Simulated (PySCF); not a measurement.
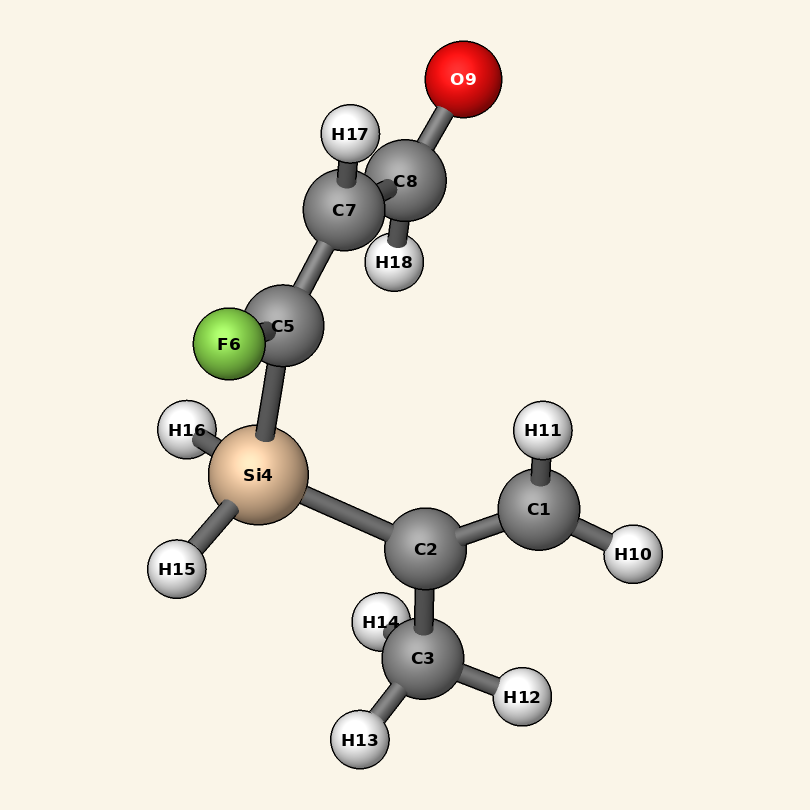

The computed structure is the end point of a GFN2-xTB optimisation. No frequency run is at hand to confirm it as a minimum. Level of theory: GIAO PBE0/pcSseg-1 NMR shielding, non-relativistic, gas phase (PySCF 2.14.0). Principal shieldings σ11 ≤ σ22 ≤ σ33, span Ω = σ33 − σ11, skew κ = 3(σiso − σ22)/Ω.

Give the shielding tensors of the F atoms.

| atom | σ11 | σ22 | σ33 | σiso | Ω | κ |
| --- | --- | --- | --- | --- | --- | --- |
| F6 | 95.7 | 199.2 | 388.1 | 227.7 | 292.5 | 0.29 |

Shieldings and span in ppm.

The geometry is semi-empirical. Around Si such bond lengths and angles can be off by a tenth of an ångström or more and by several degrees, and values that hang on the shape move with them.
